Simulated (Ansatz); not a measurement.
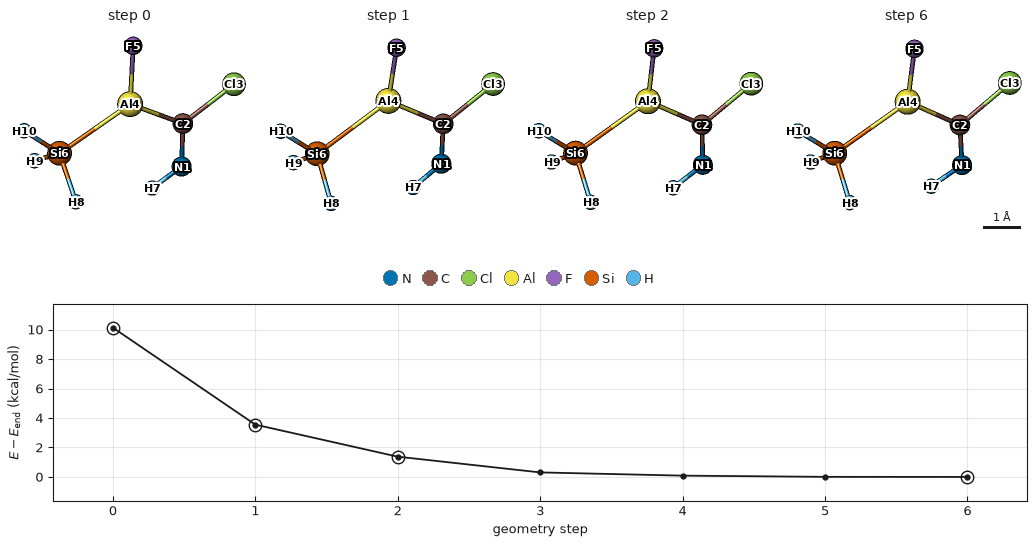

Frames of a relaxation of CH4AlClFNSi (coarse preliminary run), marked on the history of the run. Style: ball-and-stick. Shown at a tilt.

The start comes from a force field.

Theory: RKS PBE-D4/def2-SVP (Ansatz). Settings: force threshold 0.03 eV/Å; at most 200 steps.

Question: What happens along the run?

Answer: The atom that moves furthest after the best rigid fit is F5 (0.15 Å). By element the largest moves are F 0.15 Å, N 0.11 Å, H 0.10 Å, Al 0.08 Å, Si 0.06 Å, Cl 0.05 Å. Some distances before and after: Al4–F5 1.790 → 1.678 Å, Al4–Si6 2.356 → 2.451 Å, N1–C2 1.330 → 1.273 Å, N1–H7 0.999 → 1.037 Å. Bond angles that change, for instance: C2–N1–H7 119.9° → 110.1°, N1–C2–Al4 120.9° → 128.4°, Cl3–C2–Al4 118.8° → 114.2°. After 6 geometry steps the energy has fallen by 10.1 kcal/mol. Largest force component: 3.6 eV/Å at the start, 0.015 eV/Å at the end. From step 0 to 1: F and H atoms move most (0.15 Å), energy −6.58 kcal/mol. From step 1 to 2: N1 moves most (0.08 Å), energy −2.18 kcal/mol. From step 2 to 6: F5 moves most (0.09 Å), energy −1.38 kcal/mol.

| step | E − E(0), kcal/mol | largest force component, eV/Å |
| --- | --- | --- |
| 0 | 0.00 | 3.6254 |
| 1 | -6.58 | 1.9367 |
| 2 | -8.76 | 1.2590 |
| 3 | -9.83 | 0.5486 |
| 4 | -10.04 | 0.2869 |
| 5 | -10.13 | 0.0373 |
| 6 | -10.13 | 0.0149 |
